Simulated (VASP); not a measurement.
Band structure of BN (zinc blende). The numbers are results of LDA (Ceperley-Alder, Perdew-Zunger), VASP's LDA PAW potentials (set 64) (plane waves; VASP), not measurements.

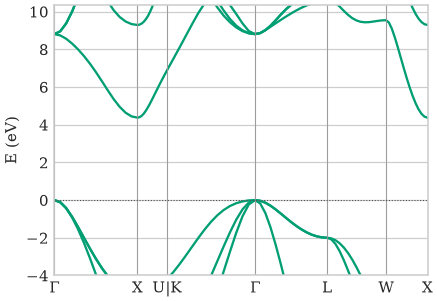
*Bands along high-symmetry lines, zero at the valence-band maximum or, without a gap, the Fermi level*

**Question.** Read the plot: is there a gap, and where are the band edges?

**Answer.** The gap is indirect, 4.37 eV, from the valence maximum at Γ to the conduction minimum at X. (Edges off the drawn lines would not show.)

Measured: gap 6.20 eV at 300 K (computed value off by -1.83 eV), as given by arXiv:1206.3780.

The compound is BN in the zinc blende structure. It was relaxed first.
